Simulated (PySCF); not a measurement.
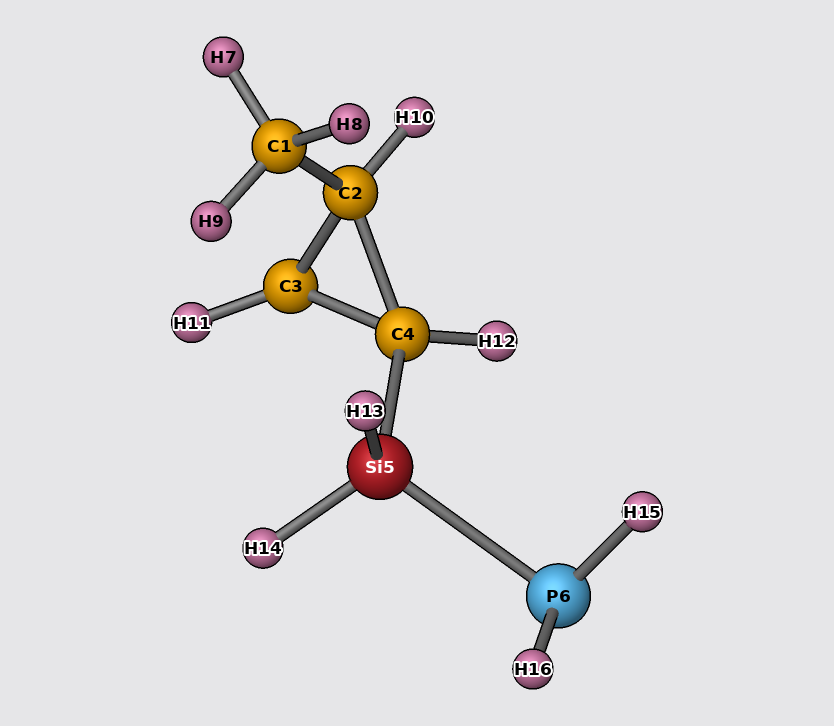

The questions are on Mulliken spin populations. The species is neutral and a spin doublet. The geometry was computed by an optimisation with GFN2-xTB. No frequency run is at hand to confirm it as a minimum. Level of theory: UKS B3LYP, pcH-1 on C H P Si, non-relativistic (PySCF 2.14.0).

Give the Mulliken spin populations atom by atom.

```json
{"atom": "C1", "value (e)": "0.02"}
{"atom": "C2", "value (e)": "−0.04"}
{"atom": "C3", "value (e)": "0.95"}
{"atom": "C4", "value (e)": "−0.03"}
{"atom": "Si5", "value (e)": "0.03"}
{"atom": "P6", "value (e)": "0.01"}
{"atom": "H7", "value (e)": "0.00"}
{"atom": "H8", "value (e)": "0.01"}
{"atom": "H9", "value (e)": "0.00"}
{"atom": "H10", "value (e)": "0.03"}
{"atom": "H11", "value (e)": "−0.02"}
{"atom": "H12", "value (e)": "0.04"}
{"atom": "H13", "value (e)": "0.01"}
{"atom": "H14", "value (e)": "0.00"}
{"atom": "H15", "value (e)": "0.00"}
{"atom": "H16", "value (e)": "0.00"}
```

Mulliken values depend strongly on the basis set. The geometry is semi-empirical. Around P, Si such bond lengths and angles can be off by a tenth of an ångström or more and by several degrees, and values that hang on the shape move with them.
